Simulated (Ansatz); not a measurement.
The starting structures come from a database of crystals and need not be the phases stable at ambient conditions.

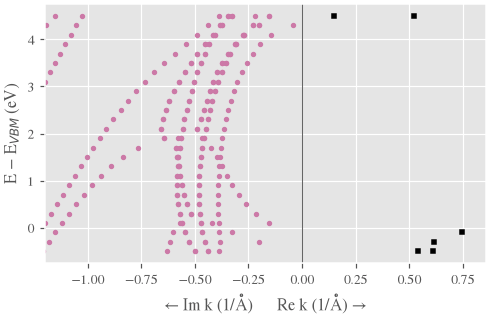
Fig. 1. Complex bands at the centre of the two-dimensional zone; r2SCAN (Ansatz, a first-principles code)

No gap correction and no spin-orbit coupling; mid-gap values are interpolated between computed energies.

**Question.** This is Li₃AlH₆ (R-3, not sure to be the ambient phase, 20 atoms a cell, 8.6 Å³ an atom) along the normal of (110). Read off the slowest decay at the centre of the two-dimensional zone at 2.10 eV, the computed energy nearest the middle of the gap.

**Answer.** κ ≈ 0.36 1/Å, a decay length 1/(2κ) of the density of 1.4 Å.
